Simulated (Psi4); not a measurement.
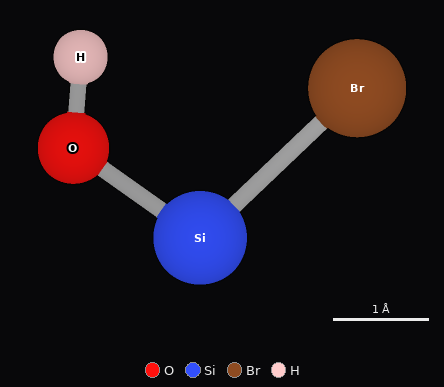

**Figure 1.** The structure as given in the input (ball-and-stick view, seen on its broad side). Bond lengths as drawn: Br–Si 2.29 Å, H–O 0.96 Å and O–Si 1.64 Å.

# Run report: SiHBrO, single-point calculation

System: SiHBrO.
Method: PBE0/aug-cc-pVTZ-DK, RKS, dispersion D2 (Psi4 1.11).

The geometry comes from this level: PBE0-D4/def2-TZVP.

## What the program printed
```
Psi4 1.11 release

   => Loading Basis Set <=

    Name: AUG-CC-PVTZ-DK
    Role: ORBITAL
    Keyword: BASIS

   => PBE0-D2: Empirical Dispersion <=

        s6 =       0.600000
    alpha6 =      20.000000
       sr6 =       1.100000

         ---------------------------------------------------------
                                   SCF
                              RKS Reference
                        1 Threads,   1525 MiB Core
         ---------------------------------------------------------

  ==> Geometry <==

    Molecular point group: c1
    Full point group: C1

    Geometry (in Angstrom), charge = 0, multiplicity = 1:

       Center              X                  Y                   Z               Mass
    ------------   -----------------  -----------------  -----------------  -----------------
         O            0.000001181449     1.437007614194    -1.691258461425    15.994914619570
         SI           0.000001181449     1.437007614194    -0.055732461425    27.976926534650
         BR           0.000001181449    -0.808450942947     0.390405735393    78.918337600000
         H           -0.000144061207     0.608968700071    -2.182337099594     1.007825032230

  Running in c1 symmetry.

  Rotational constants: A =      0.69244  B =      0.09310  C =      0.08206 [cm^-1]
  Rotational constants: A =  20758.76829  B =   2790.96649  C =   2460.19869 [MHz]
  Nuclear repulsion =  211.840037672564478

  Charge       = 0
  Multiplicity = 1
  Electrons    = 58
  Nalpha       = 29
  Nbeta        = 29

  ==> Algorithm <==

  SCF Algorithm Type is DF.
  DIIS enabled.
  MOM disabled.
  Fractional occupation disabled.
  Guess Type is SAD.
  Energy threshold   = 1.00e-06
  Density threshold  = 1.00e-06
  Integral threshold = 1.00e-12

  ==> Primary Basis <==

  Basis Set: AUG-CC-PVTZ-DK
    Blend: AUG-CC-PVTZ-DK
    Number of shells: 58
    Number of basis functions: 178
    Number of Cartesian functions: 208
    Spherical Harmonics?: true
    Max angular momentum: 3

  ==> DFT Potential <==

   => LibXC <=

    Version 7.1.2

   => Composite Functional: PBE0-D2 <=

    PBE0-d2 Hyb-GGA Exchange-Correlation Functional

    Deriv               =              1
    GGA                 =           TRUE
    Meta                =          FALSE

    Exchange Hybrid     =           TRUE
    MP2 Hybrid          =          FALSE

   => Exchange Functionals <=

    0.7500   Perdew, Burke & Ernzerhof

   => Exact (HF) Exchange <=

    0.2500               HF

   => Correlation Functionals <=

    1.0000   Perdew, Burke & Ernzerhof

   => LibXC Density Thresholds  <==

    XC_HYB_GGA_XC_PBEH:  1.00E-15

   => Molecular Quadrature <=

    Radial Scheme          =       TREUTLER
    Pruning Scheme         =           NONE
    Nuclear Scheme         =       TREUTLER

    Blocking Scheme        =         OCTREE
    BS radius alpha        =              1
    Pruning alpha          =              1
    Radial Points          =             75
    Spherical Points       =            302
    Total Points           =          88386
    Total Blocks           =            739
    Max Points             =            255
    Max Functions          =            178
    Weights Tolerance      =       1.00E-15

   => Loading Basis Set <=

    Name: (AUG-CC-PVTZ-DK AUX)
    Role: JKFIT
    Keyword: DF_BASIS_SCF

  ==> Integral Setup <==

  DFHelper Memory: AOs need 0.125 GiB; user supplied 0.708 GiB.
  SCF_SUBTYPE=INCORE selected. In-core MEM_DF algorithm will be used.
  Using in-core AOs.

  ==> MemDFJK: Density-Fitted J/K Matrices <==

    J tasked:                   Yes
    K tasked:                   Yes
    wK tasked:                   No
    Memory [MiB]:               725
    Algorithm:                 Core
    Schwarz Cutoff:           1E-12
    Mask sparsity (%):       0.2272
    Fitting Condition:        1E-10

   => Auxiliary Basis Set <=

  Basis Set: (AUG-CC-PVTZ-DK AUX)
    Blend: DEF2-UNIVERSAL-JKFIT
    Number of shells: 129
    Number of basis functions: 489
    Number of Cartesian functions: 639
    Spherical Harmonics?: true
    Max angular momentum: 5

  Cached 100.0% of DFT collocation blocks in 0.409 [GiB].

  Minimum eigenvalue in the overlap matrix is 1.7837437667E-04.
  Reciprocal condition number of the overlap matrix is 2.2837731361E-05.
    Using symmetric orthogonalization.

  ==> Pre-Iterations <==

  SCF Guess: Superposition of Atomic Densities via on-the-fly atomic UHF (no occupation information).

   -------------------------
    Irrep   Nso     Nmo
   -------------------------
     A        178     178
   -------------------------
    Total     178     178
   -------------------------

  ==> Iterations <==

                           Total Energy        Delta E     RMS |[F,P]|

   @DF-RKS iter SAD: -2915.55284333740565   -2.91555e+03   0.00000e+00
   @DF-RKS iter   1: -2917.13765988996465   -1.58482e+00   7.92000e-03 DIIS/ADIIS
   @DF-RKS iter   2: -2916.69965973121361    4.38000e-01   9.31744e-03 DIIS/ADIIS
   @DF-RKS iter   3: -2917.50711265052360   -8.07453e-01   2.48542e-03 DIIS/ADIIS
   @DF-RKS iter   4: -2917.57434018826552   -6.72275e-02   2.92844e-04 DIIS/ADIIS
   @DF-RKS iter   5: -2917.57494103638555   -6.00848e-04   1.81844e-04 DIIS/ADIIS
   @DF-RKS iter   6: -2917.57557596955439   -6.34933e-04   3.94561e-05 DIIS
   @DF-RKS iter   7: -2917.57560125854570   -2.52890e-05   8.83709e-06 DIIS
   @DF-RKS iter   8: -2917.57560259766069   -1.33911e-06   1.05207e-06 DIIS
   @DF-RKS iter   9: -2917.57560261883555   -2.11749e-08   3.28487e-07 DIIS
  Energy and wave function converged.

  ==> Post-Iterations <==

   Electrons on quadrature grid:
      Ntotal   =   57.9999882436 ; deviation = -1.176e-05

    Orbital Energies [Eh]
    ---------------------

    Doubly Occupied:

       1A   -472.829772     2A    -66.218288     3A    -61.257072
       4A    -56.161082     5A    -56.159693     6A    -56.159299
       7A    -19.248953     8A     -8.582928     9A     -6.580643
      10A     -6.577182    11A     -6.575766    12A     -5.384202
      13A     -3.724638    14A     -3.722389    15A     -3.718178
      16A     -2.694627    17A     -2.693754    18A     -2.692617
      19A     -2.689763    20A     -2.689657    21A     -1.068652
      22A     -0.778457    23A     -0.600170    24A     -0.470853
      25A     -0.404021    26A     -0.395074    27A     -0.325142
      28A     -0.320505    29A     -0.279153

    Virtual:

      30A     -0.083047    31A     -0.016164    32A     -0.004860
      33A      0.016488    34A      0.035567    35A      0.038408
      36A      0.041559    37A      0.058062    38A      0.071503
      39A      0.076606    40A      0.079157    41A      0.091219
      42A      0.098928    43A      0.122831    44A      0.129849
      45A      0.144435    46A      0.154065    47A      0.156760
      48A      0.161142    49A      0.180132    50A      0.195969
      51A      0.224347    52A      0.230032    53A      0.234315
      54A      0.249817    55A      0.252761    56A      0.275010
      57A      0.275260    58A      0.307644    59A      0.329072
      60A      0.334138    61A      0.357000    62A      0.363406
      63A      0.370678    64A      0.394462    65A      0.415801
      66A      0.435211    67A      0.437186    68A      0.449843
      69A      0.464429    70A      0.464998    71A      0.488380
      72A      0.493219    73A      0.498460    74A      0.532445
      75A      0.542915    76A      0.546390    77A      0.612601
      78A      0.616101    79A      0.626909    80A      0.643391
      81A      0.663727    82A      0.666800    83A      0.678382
      84A      0.706292    85A      0.718578    86A      0.740097
      87A      0.783039    88A      0.788548    89A      0.802061
      90A      0.815392    91A      0.858113    92A      0.878549
      93A      0.907494    94A      0.929204    95A      0.950843
      96A      0.965579    97A      0.981610    98A      0.995945
      99A      1.065258   100A      1.065799   101A      1.094692
     102A      1.154197   103A      1.156374   104A      1.172504
     105A      1.177522   106A      1.187171   107A      1.187338
     108A      1.243475   109A      1.272547   110A      1.279291
     111A      1.306792   112A      1.341143   113A      1.378259
     114A      1.409619   115A      1.425592   116A      1.458658
     117A      1.536265   118A      1.572199   119A      1.610213
     120A      1.759576   121A      1.875463   122A      1.875565
     123A      1.923362   124A      1.986588   125A      1.992570
     126A      2.023191   127A      2.033010   128A      2.051418
     129A      2.057851   130A      2.070280   131A      2.094052
     132A      2.095094   133A      2.104901   134A      2.117506
     135A      2.145424   136A      2.164753   137A      2.183020
     138A      2.214668   139A      2.235051   140A      2.255905
     141A      2.290210   142A      2.380776   143A      2.398359
     144A      2.420519   145A      2.452503   146A      2.544546
     147A      2.608549   148A      2.669904   149A      2.773236
     150A      3.050444   151A      3.222665   152A      3.498494
     153A      3.869870   154A      3.931437   155A      3.993767
     156A      4.124993   157A      4.191016   158A      4.348008
     159A      4.388409   160A      4.891732   161A      4.983370
     162A      5.003871   163A      5.171849   164A      5.222100
     165A      5.865709   166A      6.187295   167A      6.252311
     168A      6.311876   169A      6.350955   170A      6.656080
     171A      6.704173   172A      6.749571   173A      6.812383
     174A      6.828633   175A      7.005254   176A      7.284718
     177A      7.625371   178A     14.134695

    Final Occupation by Irrep:
              A
    DOCC [    29 ]
    NA   [    29 ]
    NB   [    29 ]

  @DF-RKS Final Energy: -2917.57560261883555

   => Energetics <=

    Nuclear Repulsion Energy =            211.8400376725644776
    One-Electron Energy =               -4492.2397106307407739
    Two-Electron Energy =                1454.8893864182957714
    DFT Exchange-Correlation Energy =     -92.0644759364350733
    Empirical Dispersion Energy =          -0.0008401425205623
    VV10 Nonlocal Energy =                  0.0000000000000000
    Total Energy =                      -2917.5756026188360011

Computation Completed

Properties will be evaluated at   0.000000,   0.000000,   0.000000 [a0]

Properties computed using the SCF density matrix

 Multipole Moments:

 ------------------------------------------------------------------------------------
     Multipole            Electronic (a.u.)      Nuclear  (a.u.)        Total (a.u.)
 ------------------------------------------------------------------------------------

 L = 1.  Multiply by 2.5417464519 to convert [e a0] to [Debye]
 Dipole X            :          0.0000524           -0.0001450           -0.0000926
 Dipole Y            :         -7.3463080            7.4216220            0.0753140
 Dipole Z            :          4.9713450           -5.3450119           -0.3736669
 Magnitude           :                                                    0.3811813

 ------------------------------------------------------------------------------------

	total time  =          9 seconds =       0.15 minutes
```

## Standard output
```
E = -2917.575602619
```

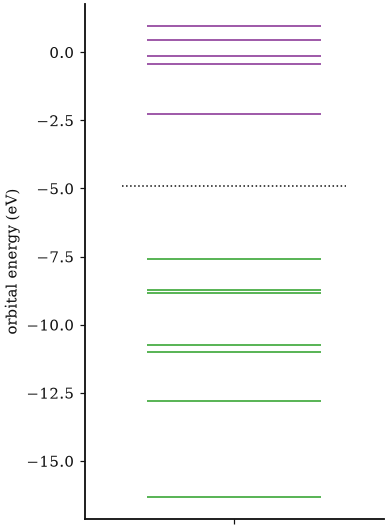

**Figure 2.** Orbital energies near the frontier; the dotted line parts filled from empty levels, and levels within 0.02 eV of each other stand side by side. Highest filled −7.60 eV, lowest empty −2.26 eV, 5.34 eV apart.

This output came from the following input.

## Input file (calc.py)
```python
import psi4

psi4.set_memory(1600000000)
psi4.set_num_threads(1)
psi4.set_output_file('brhosi.out', False)

m = psi4.geometry("""
O
Si 1 1.635526
Br 2 2.28935 1 101.23745
H 1 0.962708 2 120.67058 3 0.01005
units angstrom
""")

psi4.set_options({
    'scf_type': 'df',
})

e_tot = psi4.energy("pbe0-d2/aug-cc-pVTZ-DK", molecule=m)
print('E =', round(e_tot, 9))
```

Run as:
```bash
python calc.py
```

## Results in brief

- outcome: converged
- total energy: −2917.575603 hartree
- dispersion energy: −0.000840 hartree
- basis functions: 178
- HOMO: −7.60 eV
- LUMO: −2.26 eV
- dipole moment: 0.97 D
- hardware: 1 thread of Intel Xeon (Granite Rapids), 192 GiB of memory available, shared host
- wall time: 9.9 s
- peak memory: 1.1 GiB
